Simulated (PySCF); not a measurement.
# [P2H3]− (SMILES [PH-]P): FCI/STO-6G

What is the vertical singlet–triplet gap of [P2H3]− at FCI/STO-6G? Input form: a Python script.

Program for the calculation: PySCF 2.14.0.

19 further runs of the same task are left out: 6 that didn't finish, 13 set aside as unsound or not needed.

## (1) Starting point

[P2H3]− has 5 atoms, charge -1, and is taken as a singlet. As SMILES, `[PH-]P`. The shape is that of a GFN2-xTB optimisation. This is one conformer, not always the lowest.

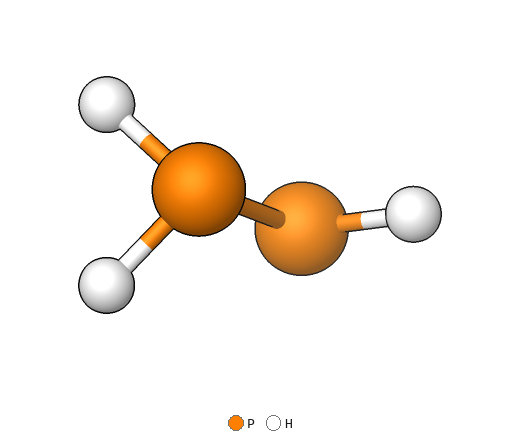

Viewed from a chosen angle; phosphorus orange, hydrogen white.

## (2) A single-point energy at FCI/STO-6G

Input file calc.py:

```python
# [PH-]P
from pyscf import gto, scf, mcscf
from pyscf import fci

mol = gto.Mole()
mol.atom = '''
P    0.790170  -1.109400   0.143810
P   -0.477530   0.546260   0.076070
H    0.279530  -1.462550   1.364400
H   -0.983870   0.470170  -1.228180
H    0.391690   1.555520  -0.356110
'''
mol.max_memory = 1860
mol.basis = 'sto-6g'
mol.verbose = 3
mol.charge = -1
mol.build()

mf = scf.RHF(mol)
mf.conv_tol = 1e-10
mf.kernel()
if not mf.converged:
    mf = mf.newton().run(mf.mo_coeff, mf.mo_occ)

cas = mcscf.CASCI(mf, mf.mo_coeff.shape[-1] - 10, (mol.nelec[0] - 10, mol.nelec[1] - 10))  # full CI above the frozen core
cas.fcisolver = fci.direct_spin0.FCI(mol)  # even spin states alone
cas.kernel()
print('<S^2> = %.4f' % cas.fcisolver.spin_square(cas.ci, cas.ncas, cas.nelecas)[0])
e_final = cas.e_tot
print(f'total energy: {e_final:.8f} hartree')
```

On the command line:

```sh
$ OMP_NUM_THREADS=1 python calc.py
```

Standard output:

```text
converged SCF energy = -680.591277769172
CASCI E = -680.671369630887  E(CI) = -29.6001387753109  S^2 = 0.0000000
<S^2> = 0.0000
total energy: -680.67136963 hartree
```

Wall time 2.1 s (1 thread of Arm Neoverse V1, shared host); peak memory 0.14 GiB.

## (3) The triplet, same level

Input file input.xyz:

```xyz
5
H3P2
P      0.790170    -1.109400     0.143810
P     -0.477530     0.546260     0.076070
H      0.279530    -1.462550     1.364400
H     -0.983870     0.470170    -1.228180
H      0.391690     1.555520    -0.356110
```

Input file run.py:

```python
from pyscf import gto, mcscf

system = gto.M(
    atom='input.xyz',
    charge=-1,
    max_memory=1860,
    spin=2,
    basis='sto-6g',
    verbose=3,
)

myscf = system.ROHF()
myscf.conv_tol = 1e-10
myscf.kernel()
if not myscf.converged:
    myscf = myscf.newton().run(myscf.mo_coeff, myscf.mo_occ)

cas = mcscf.CASCI(myscf, myscf.mo_coeff.shape[-1] - 10, (system.nelec[0] - 10, system.nelec[1] - 10))  # full CI above the frozen core
cas.fix_spin_(ss=2.0)
cas.kernel()
e_tot = cas.e_tot
print('Final energy', e_tot)
```

On the command line:

```sh
$ OMP_NUM_THREADS=1 python run.py
```

Standard output:

```text
converged SCF energy = -680.382498511869
CASCI E = -680.449450085280  E(CI) = -29.3813394666370  S^2 = 2.0000000
Final energy -680.4494500852795
```

Wall time 2.4 s (1 thread of Arm Neoverse V1, shared host); peak memory 0.13 GiB.

## (4) Results

At FCI/STO-6G, 10 core orbitals frozen:

```
                                                      quantity          value
                                         singlet: total energy  -680.67137 Eh
                  singlet: HOMO energy (Hartree–Fock orbitals)        4.25 eV
                  singlet: LUMO energy (Hartree–Fock orbitals)       19.82 eV
singlet: HOMO–LUMO gap (to an unbound level, set by the basis)       15.57 eV
         singlet: correlation energy (10 core orbitals frozen)      -80.1 mEh
                                         triplet: total energy  -680.44945 Eh
         triplet: correlation energy (10 core orbitals frozen)      -67.0 mEh
              vertical energy of the triplet above the singlet       6.039 eV
```

**Reading.** At this shape the triplet lies 6.04 eV (139 kcal/mol) above the singlet. For an anion a state so high probably lies above electron detachment. In a minimal basis such a difference can be off by several eV, whatever the method. The HOMO (singlet) lies at positive energy, 4.25 eV: the electron is unbound at this level or held by a compact basis; values depend on the basis. The HOMO (triplet) lies at positive energy, 16.29 eV: the electron is unbound at this level or held by a compact basis; values depend on the basis.
